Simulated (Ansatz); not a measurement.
Input

```
crystal:
  periodic: [false, false, false]
  atoms:
    - {symbol: C, position_ang: [-1.140225, 0.636449, 1.791661]}
    - {symbol: Hf, position_ang: [-0.000151, -0.000173, -0.000059]}
    - {symbol: C, position_ang: [1.959663, 1.035776, -0.035598]}
    - {symbol: C, position_ang: [0.324185, -2.192232, 0.070785]}
    - {symbol: C, position_ang: [-1.143789, 0.519864, -1.826876]}
    - {symbol: H, position_ang: [-0.601103, 1.402348, 2.363500]}
    - {symbol: H, position_ang: [-1.328436, -0.203857, 2.471871]}
    - {symbol: H, position_ang: [-2.115917, 1.060065, 1.521587]}
    - {symbol: H, position_ang: [2.112218, 1.644790, 0.864623]}
    - {symbol: H, position_ang: [2.047708, 1.706558, -0.899890]}
    - {symbol: H, position_ang: [2.793303, 0.324063, -0.091038]}
    - {symbol: H, position_ang: [-0.062992, -2.688508, -0.828271]}
    - {symbol: H, position_ang: [-0.176835, -2.647989, 0.934340]}
    - {symbol: H, position_ang: [1.390403, -2.441400, 0.145357]}
    - {symbol: H, position_ang: [-1.437335, -0.375712, -2.389257]}
    - {symbol: H, position_ang: [-2.063619, 1.068297, -1.586785]}
    - {symbol: H, position_ang: [-0.557097, 1.151661, -2.505950]}
basis:
  gaussian: {orbitals: def2-TZVPP}
hamiltonian: {xc: pbe0, dispersion: d4}
output: {orbitals: {seedname: orbitals}}
```

Launched as:

```sh
ansatz run in.yaml --threads 2 --pin off --events-out ev --progress --plain --max-ram 22528MiB --backend cuda --devices 0, --max-vram 18GiB
```

Geometry: PBE0-D4/def2-TZVP; core potentials replace the inner electrons of Hf.

Computed with Ansatz, RKS PBE0-D4/def2-TZVPP.

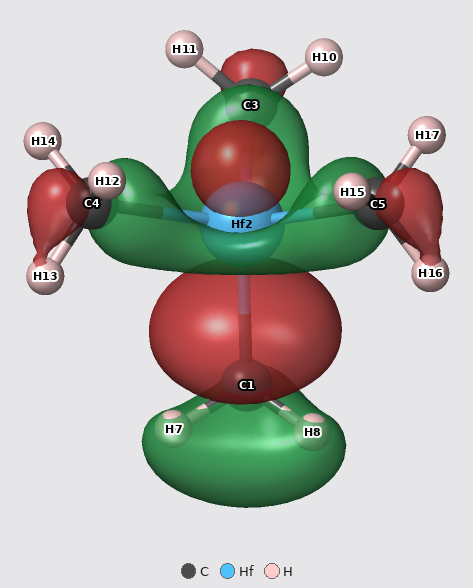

C$_{4}$H$_{12}$Hf (SMILES [CH3][Hf]([CH3])([CH3])[CH3]). The HOMO at ±0.1 Å⁻³ᐟ² (green and red are the two phases), seen across its widest extent.

What is the character of this orbital?

Answer. It lies mainly on C1 (about 40 %) and Hf2 (about 25 %). It is one of a degenerate set, so its orientation is arbitrary. Its energy is −7.36 eV.
